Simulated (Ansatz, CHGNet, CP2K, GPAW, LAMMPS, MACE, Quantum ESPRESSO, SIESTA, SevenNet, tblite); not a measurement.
# Glassy 69SiO2-19Al2O3-6SrO-6Li2O (mol %) (106 atoms) in other programs, against a plane-wave reference

Wanted: errors and costs of other methods on glassy 69SiO2-19Al2O3-6SrO-6Li2O (mol %) (106 atoms). A plane-wave run serves as the reference.

Calculated with Ansatz 0.2.0; Kohn-Sham DFT, PBE, PAW, plane waves.

### 1. Starting point

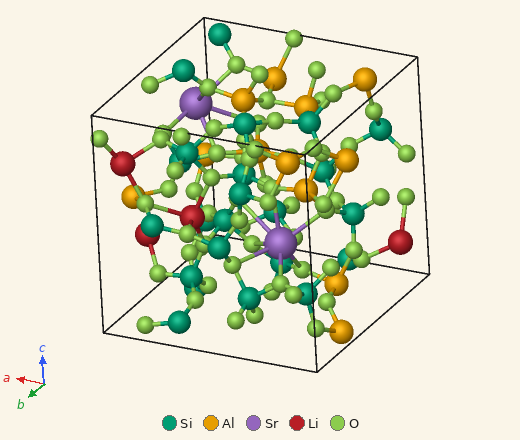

The starting structure, seen from a free direction (silicon teal, aluminium orange, strontium purple, lithium red, oxygen green). Bonds to atoms that aren't drawn are left out. Some periodic images of atoms are drawn too.

The cell holds 106 atoms: 22 Si, 12 Al, 2 Sr, 4 Li and 66 O. Cell: a = 10.593 Å, b = 10.593 Å, c = 10.593 Å, α = 90.0°, β = 90.0°, γ = 90.0°. 106 atoms (22 Si, 12 Al, 2 Sr, 4 Li, 66 O) placed at random at 3.07 g/cm³, melted at 4000 K for 10 ps at fixed volume with the Morse and Coulomb pair potential with partial charges (Pedone, Malavasi, Menziani, Cormack and Segre, J. Phys. Chem. B 110, 11780 (2006)). Quenched from 4000 K to 300 K at 50 K/ps and fixed volume, held 5 ps.

### 2. The reference run

The PAW files are the set soft_2.

input.yaml reads:

```yaml
crystal:
  lattice:
    - [10.5932, 0.0, 0.0]
    - [0.0, 10.5932, 0.0]
    - [0.0, 0.0, 10.5932]
  atoms:
    - { symbol: Si, position: [0.74727, 0.68179, 0.16106] }
    - { symbol: Si, position: [0.13317, 0.38035, 0.42581] }
    - { symbol: Si, position: [0.36192, 0.91756, 0.71849] }
    - { symbol: Si, position: [0.75252, 0.97896, 0.52865] }
    [... 96 atom lines left out ...]
    - { symbol: O, position: [0.77129, 0.36403, 0.58091] }
    - { symbol: O, position: [0.62073, 0.02691, 0.21738] }
    - { symbol: O, position: [0.49852, 0.23702, 0.18638] }
    - { symbol: O, position: [0.69879, 0.64088, 0.30104] }
    - { symbol: O, position: [0.38515, 0.6048, 0.59984] }
    - { symbol: O, position: [0.36551, 0.58114, 0.90232] }
kpoints:
  mp_grid: { grid: [1, 1, 1] }
hamiltonian:
  xc: pbe
scf:
  occupations: { method: fermi_dirac, width: 0.05 }
output:
  forces: true
  eigenvalues: true
  populations: true
  stress: true
```

The run is started by

```
$ ansatz run input.yaml --threads 8 --pin off --max-ram 15872MiB --backend cpu --events-out ev --progress --plain --runs-dir out
```

Numbers of over 12 decimals in the logs are rounded to 6 here.

The program printed:

```text
[...]
Pseudopotentials: kind: paw
Pseudopotential: Si, paw, valence charge 4, recommended cutoff 420 eV (normal), Si.paw.azcp
Pseudopotential: Al, paw, valence charge 3, recommended cutoff 420 eV (normal), Al.paw.azcp
Pseudopotential: Sr, paw, valence charge 10, recommended cutoff 420 eV (normal), Sr.paw.azcp
Pseudopotential: Li, paw, valence charge 3, recommended cutoff 420 eV (normal), Li.paw.azcp
Pseudopotential: O, paw, valence charge 6, recommended cutoff 420 eV (normal), O.paw.azcp
[... 5 lines on functional and potentials left out ...]
Crystal: 106 atoms, lattice volume = 1188.725 Å³
Basis set: ecut = 420 eV, 23127 PW (Γ), exchange–correlation on 144×144×144 points (8 copies of the dense FFT grid, shifted against one another)
Bands: 382, of which v1, the nominal top of the filled ones, is band 276 counted from 1 (275 counted from 0)
Symmetry: 1 space group operations
Space group: P1 (ITA 1), of the structure as read, at distance tolerance 1.1e-4 Å
k-points: 1
[... 11 lines on functional and potentials left out ...]
Initial density: superposition of atomic densities (neutral atoms: chi_scale 0, normalization atom), corrected by the library's trained network
Initial wavefunctions: pseudopotential atomic-orbital guess
[...]
SCF iter   1: F=—  HF=-65909.762725 eV  |F-HF|=—  |Δ(HF+E_count)|=         —  Δρ=2.57e-3  dr2=9.42e-2  ethr=1.77e-3  ⟨swp⟩=7.0  Hψ=1962  notcnv=0  defer=37
preconditioner: auto → Resta (q_TF=auto, 2.401 Å⁻¹)  ε∞=3.4  [insulator: Δε(μ)=3.447 eV  Ē_g=16.086 eV  σ=0.050 eV  W_gap=1.00  n_scr=256 (ndim 8)  ℏωp=25.0 eV  f_vac=0.048  D(μ)=0.00/eV (n_scr^D=0)  ε∞_Penn≈3.4]
[...]
SCF iter   8: F=—  HF=-65909.765501 eV  |F-HF|=—  |Δ(HF+E_count)|=   1.06e-6  Δρ=6.40e-6  dr2=3.83e-7  ethr=1.99e-10  ⟨swp⟩=2.0  Hψ=551  notcnv=0  defer=101
SCF iter   9: F=-65909.765501 eV  HF=-65909.765501 eV  |F-HF|=1.51e-8  |Δ(HF+E_count)|=   2.02e-8  Δρ=1.37e-6  dr2=2.22e-8  ethr=1.81e-11  ⟨swp⟩=13.0  Hψ=2273  notcnv=0
SCF 1 converged in 9 iterations: F = -65909.765501 eV  dr2 = 2.22e-8
[...]
SCF converged after 9 iterations
Free energy (F): -65909.765501 eV
Harris-Foulkes:  -65909.765501 eV  (|F-HF|=1.51e-8)
Internal energy: -65909.765501 eV  (E = F + TS)
E sigma→0 (E₀):  -65909.765501 eV
Fermi energy:    7.285526 eV
--- Per-component energies (eV) ---
[...]
Σ components = -65909.765501   (vs F -65909.765501, Δ=0.00e0)
--- Forces (eV/Å), atoms counted from 1 ---
  atom   1  Si     0.50566505     1.14779209    -0.81991145
  atom   2  Si     2.68640251     1.15395155     0.33303678
  atom   3  Si     0.69078057     0.94277401     1.17954666
  atom   4  Si     2.40477107     1.01292865    -2.11903543
[...]
atom 106  O     -0.56014964    -1.49213466     0.64967808
  max |Σ_I F_I| component: 1.24e-4 eV/Å
--- Stress (GPa, compression-positive) ---
        5.695628       2.118215       2.214359
        2.118210       8.896215      -2.155478
        2.214359      -2.155477       5.668549
  P = ⅓ Tr σ = 6.7535 GPa (67.535 kbar)
--- Band table (eV) ---
  k-point 0: bands = ["-39.3190", "-38.6929", "-38.6190", "-37.9809", [... 366 levels ...], "15.8263", "15.8446", "15.8847", "15.9212", "15.9616", "16.0822", "16.0911", "16.1438", "16.1637", "16.2369", "16.2491", "16.2795"]
--- Löwdin populations: 106 sites ---
  site symbol       q [e]
     0     Si      2.2350
     1     Si      2.2924
     2     Si      2.2384
[...]
105      O      6.7740
  spilling = 0.011836 (of n_electrons = 552.000000)
```

Run time: 11 s. Hardware: 8 threads of Arm Neoverse V1, shared host; peak memory 1.6 GiB; 78 s of CPU time.

Read from the output:

```yaml
free_energy: -65909.7655 eV
free_energy_per_atom: -621.7902 eV/atom
scf_cycles: 9
pressure: 6.753 GPa
r_m_s_force_component: 1.347 eV/Å
longest_force: 5.677 eV/Å
fermi_energy: 7.286 eV
spacing_of_highest_filled_and_lowest_empty_level: 3.279 eV
spilling_of_the_projection: 0.01184
```

Length of the force by element:

```csv
element,coordination,atoms,mean length of the force (eV/Å),spread,least,most
Al,all,12,1.98,0.476,1.26,3.05
Li,all,4,0.740,0.215,0.447,1.01
O,all,66,1.86,0.909,0.224,4.71
Si,all,22,3.04,1.28,1.08,5.68
Sr,all,2,1.30,0.061,1.23,1.36
```

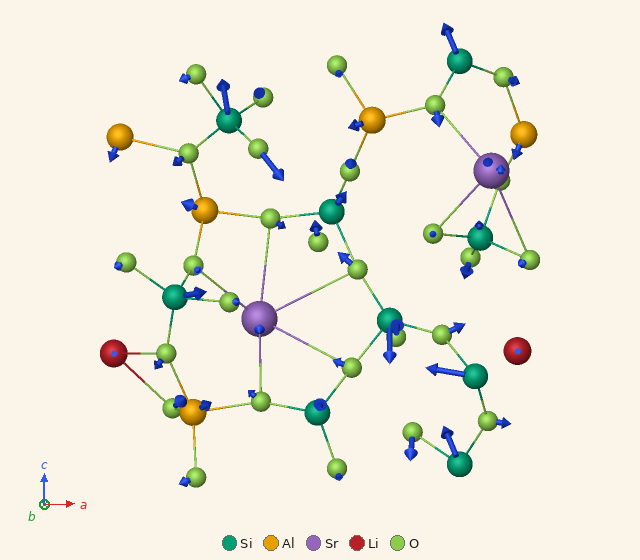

Forces as arrows; the longest in the cell is 5.68 eV/Å. Drawn is a slice 4 Å thick, seen along the normal of the ac plane. Bonds to atoms that aren't drawn are left out.

Löwdin charges by element (they lack the spilled electrons, 0.062 e an atom on average):

```csv
element,coordination,atoms,mean charge (e),spread,least,most
Al,all,12,1.31,0.0279,1.27,1.37
Li,all,4,0.827,0.0056,0.820,0.835
O,all,66,-0.825,0.0411,-0.932,-0.753
Si,all,22,1.74,0.034,1.64,1.79
Sr,all,2,1.88,0.0011,1.88,1.88
```

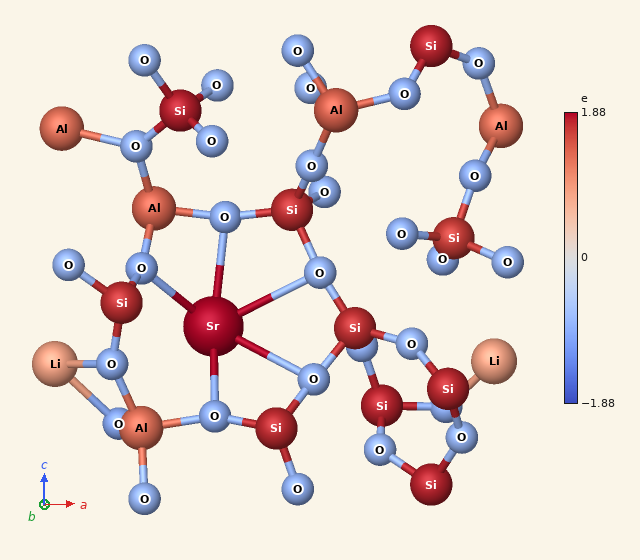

Atoms coloured by Löwdin charge. Drawn is a slice 4 Å thick, seen along the normal of the ac plane. Bonds to atoms that aren't drawn are left out.

The levels nearest the highest filled one (over half full), pooled over k-points and spins:

```csv
level less the highest filled one (eV),occupation
-0.640,2
-0.474,2
-0.42,2
-0.412,2
-0.0282,2
0,2
3.28,0
4.35,0
4.58,0
4.67,0
4.83,0
5.17,0
```

### 3. Structure statistics

Density 3.07 g/cm³, 11.21 Å³ an atom.

g(r), total and by pair (bins of 0.2 Å):

```csv
r (Å),total,O-O,O-Si,O-Al,O-Li,O-Sr,Si-Si
1.40,0.04,0.00,0.15,0.00,0.00,0.00,0.00
1.60,2.79,0.00,10.23,1.06,0.00,0.00,0.00
1.80,1.16,0.00,0.54,7.09,0.51,0.00,0.00
2.00,0.30,0.00,0.00,0.91,3.56,0.00,0.00
2.20,0.11,0.00,0.00,0.24,1.53,0.00,0.00
2.40,0.40,0.61,0.00,0.32,1.26,2.34,0.00
2.60,1.43,3.29,0.00,0.27,0.26,3.17,0.00
2.80,1.31,2.41,0.25,0.23,1.58,0.90,0.24
3.00,1.02,1.45,0.40,0.20,0.39,1.18,2.60
3.20,1.11,0.83,0.91,0.99,0.52,1.01,2.29
3.40,1.00,0.68,1.16,0.98,1.38,0.62,0.53
3.60,0.86,0.54,1.27,1.11,0.96,0.81,0.60
3.80,0.94,0.52,1.47,1.11,1.24,0.74,1.35
4.00,1.15,0.65,1.77,1.72,1.23,0.44,1.12
4.20,1.21,0.71,1.83,1.63,1.12,1.21,1.53
4.40,1.01,0.98,0.99,1.36,1.11,0.36,1.20
4.60,0.96,1.18,0.60,1.13,0.84,1.54,0.74
4.80,1.03,1.39,0.74,0.67,0.86,1.71,1.27
5.00,0.94,1.27,0.68,0.50,0.35,1.57,1.01
5.20,1.03,1.46,0.76,0.70,1.12,0.67,0.65
```

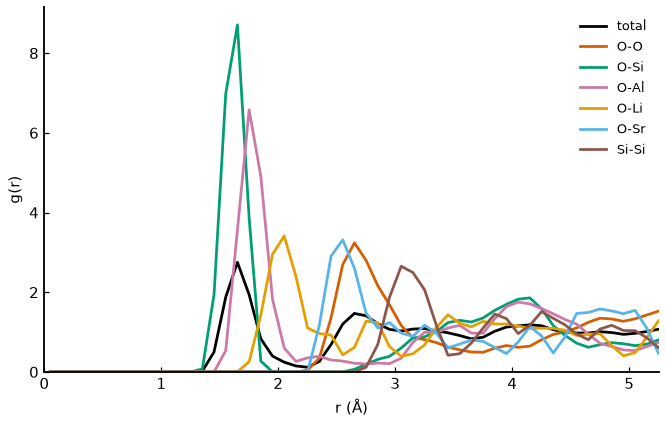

Pair distribution functions, lightly smoothed.

Bonds by pair of elements; cutoffs follow the first minimum of g(r), held within bounds set by covalent radii, and pairs that aren't listed don't count as bonded:

```csv
pair A-B,cutoff (Å),bonds,mean length (Å),spread (Å),shortest (Å),B about A,A about B
O-Si,2.12,88,1.62,0.049,1.48,1.33,4
O-Al,2.19,49,1.80,0.089,1.66,0.742,4.08
O-Li,2.58,17,2.12,0.167,1.87,0.258,4.25
O-Sr,3.05,14,2.65,0.182,2.46,0.212,7
```

The cutoff for O-Sr falls short of the minimum of g(r), so counts run low and odd coordinations can be artefacts.

How many atoms have how many bonded neighbours:

```csv
element,mean,2,3,4,5,6,7
Al,4.08,0,0,11,1,0,0
Li,4.25,0,1,2,0,1,0
O,2.54,32,32,2,0,0,0
Si,4,0,0,22,0,0,0
Sr,7,0,0,0,0,0,2
```

Oxygen atoms by the number of network formers (Si, P, Ge, B, Al, As, Ga) bound to them:

```csv
network formers bound to O,O atoms,per cent
0,0,0
1,1,1.5
2,59,89.4
3,6,9.1
```

Network units: each former by its oxygen neighbours and how many of them bridge to another former:

```csv
former,O neighbours,bridging O,atoms
Si,4,3,1
Si,4,4,21
Al,4,4,11
Al,5,5,1
```

Rings of the network by King's shortest-path rule, up to 12 atoms, one path for each pair of neighbours; H, halogens, alkali and alkaline-earth atoms are left out, and the last column divides by all other atoms, bonded or not:

```csv
ring size (atoms),rings,per network atom
4,1,0.01
6,2,0.02
8,16,0.16
10,16,0.16
12,23,0.23
```

### 4. The other programs

The programs:
- CHGNet: machine-learned potential, published weights.
- CP2K 2026.2: Gaussian basis with GTH pseudopotentials and a plane-wave density; labels give functional, basis (MOLOPT sets; SR short-range, UZH the newer set with its own potentials), grid cutoff/relative cutoff and solver (OT: orbital transformation; TRS4, TC2, SIGN: linear-scaling purification with its sparsity filter), or its built-in tight binding.
- GPAW 26.7.0: PAW with atomic orbitals (LCAO), plane waves or a real-space grid of spacing h.
- MACE: machine-learned potential, published weights.
- Quantum ESPRESSO 7.5: plane waves; labels (QE) give functional, pseudopotential set and cutoffs of waves/density.
- SIESTA 5.4.2: numerical atomic orbitals, whose automatically made sets are far from complete, with PseudoDojo norm-conserving potentials that we converted to its format (checked against plane waves on the same files for H, C, O, Si, Ge and Ca alone); labels give functional, basis size, energy shift and mesh cutoff.
- SevenNet: machine-learned potential, published weights.
- tblite 0.8.0: extended tight binding, driven from Python.

All use the same cell and atoms; the electronic-structure runs use the same k-mesh, and an electronic temperature of 580 K (0.05 eV) where levels are smeared.

(Part 1 of 2 ends here.)

[Also dropped from logs without a mark: logging warnings of Python, and SIESTA's first energy breakdown and zero terms.]

[Logs are printed without paths, hosts, clocks, repeated set-up lines and the standing remarks that a program may print on its own settings, such as how far it seeks lower states.]

[Hosts, paths, dates, database ids (printed as entryN), source tags and the programs' standing remarks are cut or masked in the printed files.]
